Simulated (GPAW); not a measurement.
# WC (Qusongite): optical spectrum from first principles

Aim: the dielectric function of WC (Qusongite), and the optical constants that follow from it.

Program: GPAW 26.7.0. Level of theory: DFT, PBE, plane-wave PAW (GPAW data sets), scalar-relativistic, RPA, optical limit. Results are calculated unless marked as measured.

### Step 1. Starting point

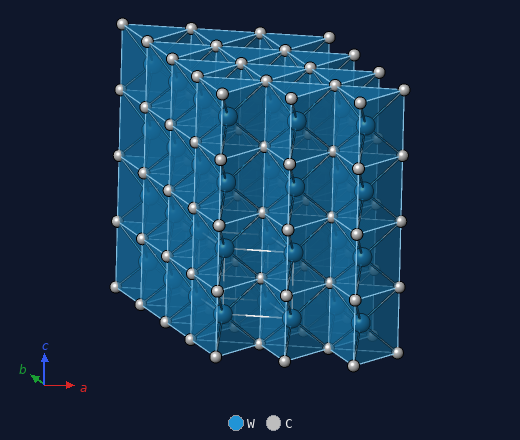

Start, viewed slightly off an axis; tungsten blue, carbon light grey. 2×3×3 cells are drawn. Some periodic images of atoms are drawn too.

As a file:

```cif
data_structure
_symmetry_space_group_name_H-M 'P-6m2'
_symmetry_Int_Tables_number 187
_cell_length_a 2.9065
_cell_length_b 2.9065
_cell_length_c 2.8366
_cell_angle_alpha 90.000
_cell_angle_beta 90.000
_cell_angle_gamma 120.000
_cell_volume 20.75
loop_
_atom_site_label
_atom_site_type_symbol
_atom_site_symmetry_multiplicity
_atom_site_Wyckoff_symbol
_atom_site_fract_x
_atom_site_fract_y
_atom_site_fract_z
_atom_site_occupancy
W1 W 1 a 0.00000 0.00000 0.00000 1
C1 C 1 f 0.66667 0.33333 0.50000 1
```

### Step 2. Dielectric function, RPA

Local fields let the induced charge screen the field inside the cell, which as a rule lowers ε, most along directions where the density is uneven.

df.py

```python
from gpaw.response.df import DielectricFunction

df = DielectricFunction('full.gpw', frequencies={'type': 'nonlinear', 'domega0': 0.03, 'omega2': 8},
                        ecut=50,
                        eta=0.15,
                        nbands=22,
                        rate=0.05,
                        txt='df.txt')
for direction in ['x', 'z']:
    df.get_dielectric_function(xc='RPA', direction=direction, filename=f'df_{direction}.csv')
```

Started as:

```
$ OMP_NUM_THREADS=1 python df.py
```

Numbers of over 12 decimals in the logs are rounded to 6 here.

Output:

```text
Using integrator: PointIntegrator
NonLinearFrequencyDescriptor(from 0.000 to 107.836 eV, 547 points)
Nonperiodic BCs:  [False False False]
Using integrator: PointIntegrator
NonLinearFrequencyDescriptor(from 0.000 to 107.836 eV, 547 points)
Nonperiodic BCs:  [False False False]
Using integrator: PointIntegrator

Calculating chi0 body with:
    Ground state adapter containing:
    Number of spins: 1
    Number of kpoints: 7938
    Number of irreducible kpoints: 480
    Number of completely occupied states: 8
    Number of partially occupied states: 10

    Linear response parametrization:
    q_c: [0.0, 0.0, 0.0]
    Number of frequency points: 547
    Planewave cutoff: 50.0
    Number of bands: 22
    Number of planewaves: 21
    Broadening (eta): 0.15

Integrating chi0 body.

Symmetries of q_c:
    Direct symmetries (Uq -> q): 12
    Indirect symmetries (TUq -> q): 12
In total 24 allowed symmetries.

480 groups of equivalent kpoints. 93.953137% reduction.

Integral kind: spectral function

Calculating chi0 optical extensions with:
    Ground state adapter containing:
    Number of spins: 1
    Number of kpoints: 7938
    Number of irreducible kpoints: 480
    Number of completely occupied states: 8
    Number of partially occupied states: 10

    Linear response parametrization:
    Number of frequency points: 547
    Planewave cutoff: 50.0
    Number of bands: 22
    Number of planewaves: 21
    Broadening (eta): 0.15
Integrating chi0 head and wings.

Symmetries of q_c:
    Direct symmetries (Uq -> q): 12
    Indirect symmetries (TUq -> q): 12
In total 24 allowed symmetries.

480 groups of equivalent kpoints. 93.953137% reduction.

Integral kind: spectral function wings

Calculating drude chi0 with:
    Number of frequency points:547
    Plasma frequency decay rate: 0.05 eV

    Ground state adapter containing:
    Number of spins: 1
    Number of kpoints: 7938
    Number of irreducible kpoints: 480
    Number of completely occupied states: 8
    Number of partially occupied states: 10

Symmetries of q_c:
    Direct symmetries (Uq -> q): 12
    Indirect symmetries (TUq -> q): 12
In total 24 allowed symmetries.

480 groups of equivalent kpoints. 93.953137% reduction.

Integral kind: intraband
Plasma frequency:
[[3.21+0.j 0.  -0.j 0.  +0.j]
 [0.  +0.j 3.21+0.j 0.  +0.j]
 [0.  +0.j 0.  +0.j 3.17+0.j]]
```

The job ended after 12 s (1 thread of AMD EPYC 9R14 (Zen 4), shared host; peak memory 0.25 GiB).

Numbers from this step:

| Item | Value |
| --- | --- |
| main peak of the optical conductivity above 1 eV, first axis | 8.244 eV |

Some rows of df_x.csv (energy; Re and Im without local fields; Re and Im with them):

```text
0.000000, 4134.982617, 0.000007, 4134.829583, 0.000007
0.460735, -25.828227, 13.030539, -25.983735, 13.012432
0.943989, 8.670852, 6.212848, 8.520026, 6.162980
1.451455, 14.671670, 8.001604, 14.538050, 7.905173
1.984998, 15.559508, 8.579708, 15.450020, 8.468579
2.546682, 16.679049, 12.853711, 16.652970, 12.641552
3.138794, 13.054552, 14.843858, 13.204134, 14.734159
3.763875, 8.545990, 14.825375, 8.706328, 14.908289
4.424758, 4.546347, 15.641264, 4.715300, 15.943889
5.124608, 1.726240, 11.735520, 1.484552, 12.273535
5.866977, 2.562807, 9.241368, 1.941386, 9.365505
6.655862, 4.928374, 11.216614, 4.487765, 11.031161
7.495775, 0.337121, 11.464402, -0.080695, 11.131890
8.391833, -3.524995, 11.350659, -3.347415, 10.908763
9.349861, -3.407840, 6.677060, -3.243159, 6.489809
10.376517, -3.023975, 5.332508, -2.936487, 5.386832
11.479449, -2.984767, 4.554727, -2.938521, 4.661715
12.667487, -2.373806, 2.006556, -2.557240, 2.069038
13.950874, -0.642919, 1.948735, -0.890463, 1.780429
```

The Im ε has structure finer than the step of the table below, so its rows give means over 1 eV, whole bins alone (the curve runs from 0.305 to 14.0 eV). Peaks (eV: height): E ∥ x 3.3: 16.4, 7.3: 12.3; E ∥ z 3.0: 22.1, 7.4: 15.9.

The Im ε by photon energy; means over each step:

```csv
photon energy (eV),E ∥ x,E ∥ z
1,7.05,5.86
2,8.94,10.9
3,14.6,20.2
4,15.6,14.9
5,13.1,13.8
6,9.48,12.6
7,11.7,13.3
8,11.2,10.8
9,7.84,5.08
10,5.83,3.93
11,4.82,3.97
12,3.44,4.77
13,1.91,4.40
```

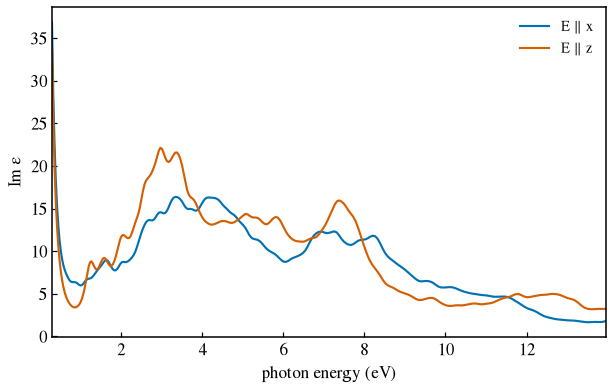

Im ε against photon energy.

Table of Re ε by photon energy:

```
photon energy (eV)   E ∥ x   E ∥ z
                 1    9.78    14.8
                 2    15.4    20.0
                 3    13.3    13.2
                 4    8.65    4.13
                 5    1.93    5.00
                 6    2.49   0.701
                 7    2.21    2.66
                 8  -0.464   -6.93
                 9   -3.66   -3.87
                10   -2.74   -2.23
                11   -2.72  -0.645
                12   -3.39   -1.01
                13   -2.05   -2.23
```

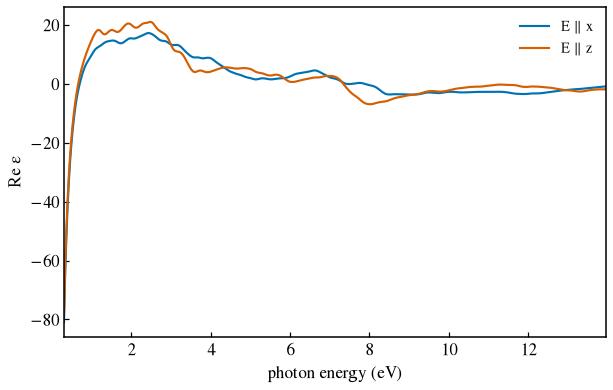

Re ε against photon energy.

The Im ε, E ∥ x by photon energy; read off at these points:

```csv
photon energy (eV),without local fields,with local fields
0.50,11.0,11.0
1.00,6.04,5.99
1.50,8.29,8.19
1.63,9.03,8.93
2.00,8.67,8.56
2.50,12.2,12.0
3.00,14.7,14.5
3.34,16.4,16.4
3.50,15.9,15.9
4.00,15.5,15.6
4.16,16.1,16.3
4.50,15.2,15.5
5.00,12.6,13.1
5.50,10.4,10.8
6.00,8.80,8.81
6.50,9.97,9.83
7.00,12.4,12.2
7.27,12.6,12.3
7.50,11.5,11.1
8.00,12.0,11.4
8.21,12.4,11.8
8.50,10.3,9.90
9.00,8.05,7.83
9.50,6.64,6.49
10.00,5.76,5.74
10.50,5.15,5.19
11.00,4.77,4.80
11.50,4.53,4.64
12.00,3.19,3.34
12.50,2.18,2.26
13.00,1.85,1.88
13.50,1.71,1.66
```

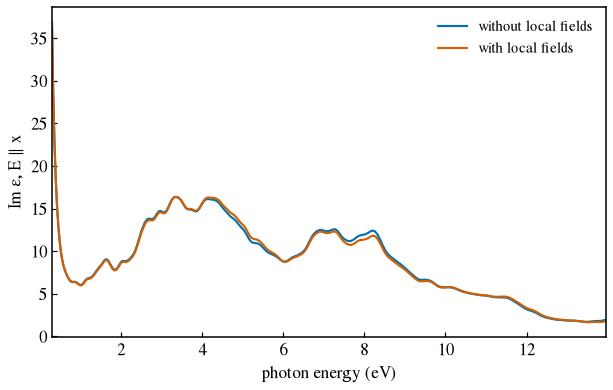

Im ε, E ∥ x, plotted against photon energy.

Values under 1 per cm are given as 1. Absorption coefficient against photon energy:

| photon energy (eV) | E ∥ x (1/cm) | E ∥ z (1/cm) |
| --- | --- | --- |
| 1.01 | 92829 | 52481 |
| 1.99 | 2.1e5 | 2.5e5 |
| 3.02 | 5.5e5 | 7.7e5 |
| 3.98 | 8.5e5 | 9.3e5 |
| 4.98 | 1.2e6 | 1.1e6 |
| 6.02 | 1.1e6 | 1.5e6 |
| 6.99 | 1.6e6 | 1.6e6 |
| 8.03 | 2.0e6 | 2.5e6 |
| 9.02 | 2.3e6 | 2.1e6 |
| 10.03 | 2.2e6 | 1.8e6 |
| 11.03 | 2.3e6 | 1.7e6 |
| 12.02 | 2.4e6 | 2.1e6 |
| 13.00 | 2.0e6 | 2.5e6 |

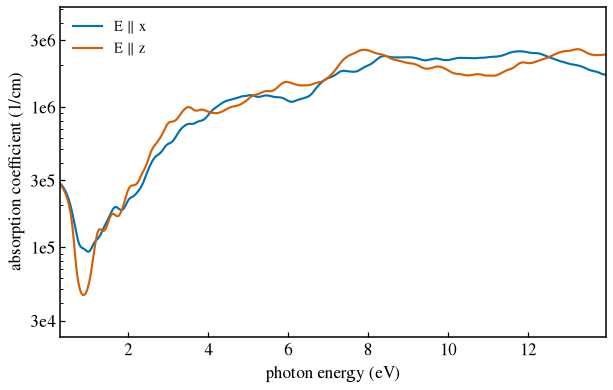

Absorption coefficient against photon energy.

The reflectivity at normal incidence has structure finer than the step of the table below, so its rows give means over 1 eV, whole bins alone (the curve runs from 0.305 to 14.0 eV). Peaks (eV: height): E ∥ x 4.4: 45.9, 8.5: 51.4, 12.4: 58.0; E ∥ z 3.4: 50.7, 8.1: 60.6, 13.3: 47.9.

Table of reflectivity at normal incidence by photon energy; means over each step:

| photon energy (eV) | E ∥ x (%) | E ∥ z (%) |
| --- | --- | --- |
| 1 | 39.0 | 39.3 |
| 2 | 39.5 | 43.6 |
| 3 | 43.9 | 49.4 |
| 4 | 44.5 | 44.5 |
| 5 | 43.7 | 43.1 |
| 6 | 37.0 | 43.7 |
| 7 | 41.8 | 44.7 |
| 8 | 46.2 | 58.5 |
| 9 | 50.1 | 53.4 |
| 10 | 47.5 | 42.6 |
| 11 | 47.0 | 32.1 |
| 12 | 54.7 | 35.0 |
| 13 | 51.7 | 43.4 |

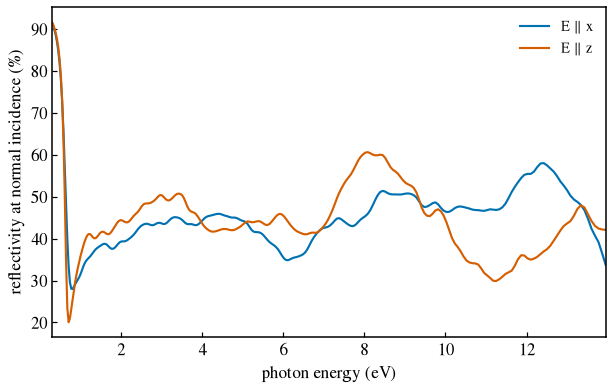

Reflectivity at normal incidence against photon energy.

At chosen wavelengths:

```csv
wavelength (nm),n x,k x,R (%) x,1/α x,n z,k z,R (%) z,1/α z
1064,3.64,0.916,34.9,92 nm,4.35,0.815,40.6,104 nm
800,3.98,1.070,38.6,59 nm,4.38,1.031,41.6,62 nm
450,4.16,1.634,43.2,22 nm,4.67,2.050,48.6,17 nm
365,3.87,2.107,45.0,14 nm,3.89,2.760,50.7,11 nm
308,3.64,2.172,44.5,11 nm,3.06,2.262,43.3,11 nm
248,2.76,2.381,44.3,8.3 nm,3.16,2.232,43.3,8.8 nm
193,2.68,1.785,35.9,8.6 nm,2.54,2.191,41.4,7.0 nm
```

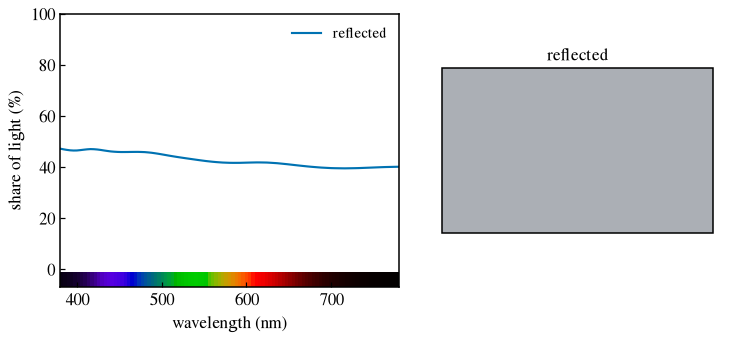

Light reflected across the visible range, with the colour that it makes of daylight (sRGB).

In reflection the computed colour is light grey: x = 0.304, y = 0.321, luminous reflectivity 43 %.

### Step 3. Summary of results

| Quantity | Value |
| --- | --- |
| main peak of the optical conductivity above 1 eV, first axis | 8.24 eV |

At this level (PBE, RPA) WC is a metal; it reflects 40 % at 550 nm for E ∥ x. In reflection the computed colour is light grey: x = 0.304, y = 0.321, luminous reflectivity 43 %. The carriers' damping of 0.05 eV is typed, not computed; it shapes the response at the lowest energies. Spin-orbit coupling is left out although heavy atoms are present. The sum runs over mesh points, so small or evenly spaced maxima can still be ripples of the mesh. In this version of GPAW the matrix elements of the optical limit are incomplete, which can lower ε − 1 by up to a tenth where first-row anions or d states rule, and shift it by more in d metals. GPAW's carrier term has the form −ωp²/(ω + i·rate)², which damps like twice the rate and fails at low energy, so the curves leave the lowest energies out.

[Machine, clock and banner lines and Python warnings are left out of the logs.]

[Logs are printed without paths, hosts, clocks, repeated set-up lines and the standing remarks that a program may print on its own settings, such as how far it seeks lower states.]

[Hosts, paths, dates, database ids (printed as entryN), source tags and the programs' standing remarks are cut or masked in the printed files.]
